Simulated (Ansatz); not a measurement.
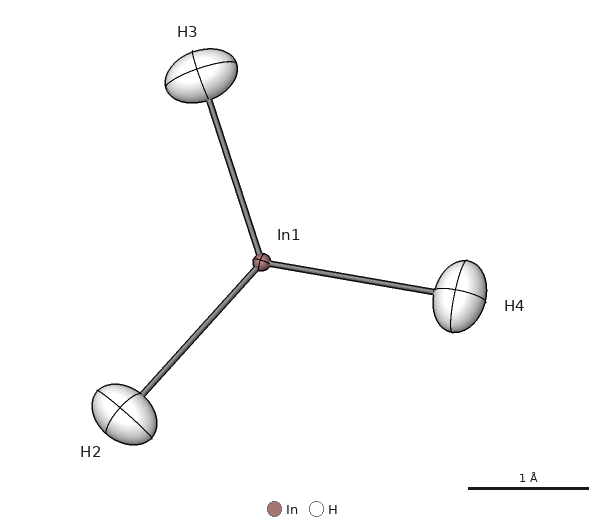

Displacement ellipsoids at the 50 % level, enlarged 1.5 times, from the internal vibrations of the free molecule (harmonic, no overall translation or rotation; no half-axis is drawn under 0.075 Å). Vibrations computed with RKS PBE0-D4/def2-TZVP, core potentials on In (Ansatz 0.2.0). Temperature: 100 K.

Give the displacement parameters, one line for each set of equivalent atoms.

| atom | U_eq (Å²) | rms amplitudes (Å) |
| --- | --- | --- |
| In1 | < 0.00001 | 0.002, 0.002, 0.002 |
| H2, H3, H4 | 0.0120 | 0.093, 0.096, 0.135 |
